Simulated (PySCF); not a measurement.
# AsSH3: rigid scans about the minimum

How stiff is AsSH3 (singlet) against rigid distortions? The scans start from its PBE0 minimum.

Program: PySCF 2.14.0. Level of theory: PBE0, basis As def2-TZVP, S def2-TZVP, H def2-TZVP, no relativity, density fitting. These are calculated values, not measurements.

**1. Where the work starts**

5 atoms, charge 0, spin multiplicity 1.

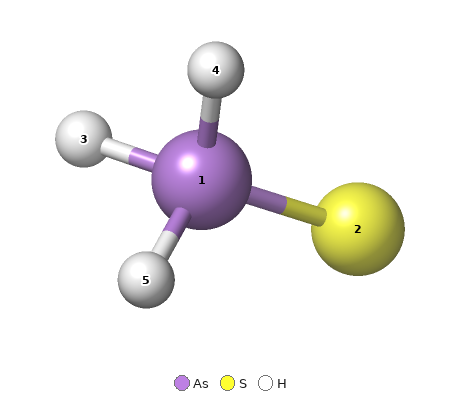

Start geometry, drawn with arsenic purple, sulfur yellow, hydrogen white; atoms are numbered from 1 in the order of the file.

Coordinates in bohr (charge 0 multiplicity 1):
```
As    0.0000    0.0000    0.0000
S    -0.0055   -3.5033   -1.6586
H     0.0019    2.2775   -1.7318
H     2.2013    0.6445    1.7102
H    -2.1977    0.6501    1.7128
```

**2. Breathing scan**

One driver script runs all scans and calls PySCF for each point, on a (75, 302) grid.

Launch:

```bash
> OMP_NUM_THREADS=2 python axn.py task.json out
```

A rigid scan with PBE0: all bonds to the central atom are scaled together. Each point starts from its neighbour's orbitals, and energies count from the minimum.

| scale of all bonds to the centre | energy (kJ/mol) | dipole size (D) |
| --- | --- | --- |
| 0.88 | 236.7 | 3.56 |
| 0.92 | 93.2 | 3.73 |
| 0.96 | 20.7 | 3.90 |
| 1.00 | 0.0 | 4.04 |
| 1.04 | 16.5 | 4.17 |
| 1.08 | 59.2 | 4.27 |
| 1.14 | 155.0 | 4.36 |
| 1.22 | 313.1 | 4.37 |
| 1.35 | 584.6 | 4.12 |

The scan took 13 s on 2 threads of Arm Neoverse V1, shared host.

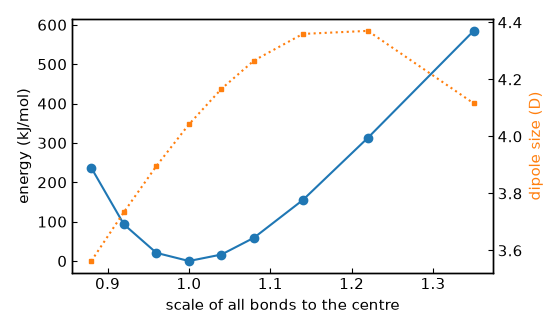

Energy (circles) and dipole moment (squares) along the scan.

**3. Stretching one bond**

A rigid scan with PBE0: the bond from As to the last atom (H) is scaled and the rest held.

| scale of one bond | energy (kJ/mol) | dipole size (D) |
| --- | --- | --- |
| 0.92 | 15.7 | 4.16 |
| 0.96 | 3.5 | 4.10 |
| 1.00 | 0.0 | 4.04 |
| 1.05 | 4.5 | 3.96 |
| 1.12 | 22.0 | 3.82 |
| 1.20 | 51.4 | 3.65 |
| 1.35 | 116.9 | 3.30 |
| 1.55 | 201.8 | 2.91 |
| 1.80 | 288.0 | 2.68 |
| 2.20 | 380.2 | 2.73 |

The scan took 14 s.

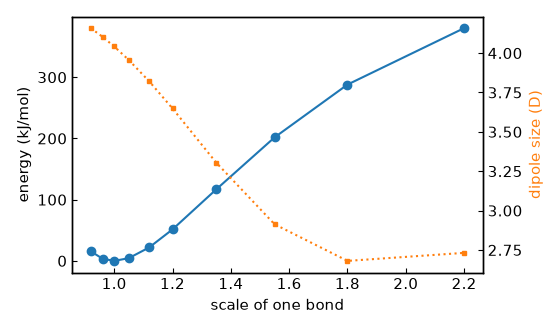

Energy (circles) and dipole moment (squares) along the scan.

A restricted determinant lies too high at long bonds, where the pair should uncouple.

**4. Outcome**

| quantity | value |
| --- | --- |
| all bonds 4 % longer | 16.5 kJ/mol |
| one bond 20 % longer | 51.4 kJ/mol |

In words: Shortening all bonds by 4 % costs 20.7 kJ/mol and lengthening them 16.5: the wall is steeper on the short side.
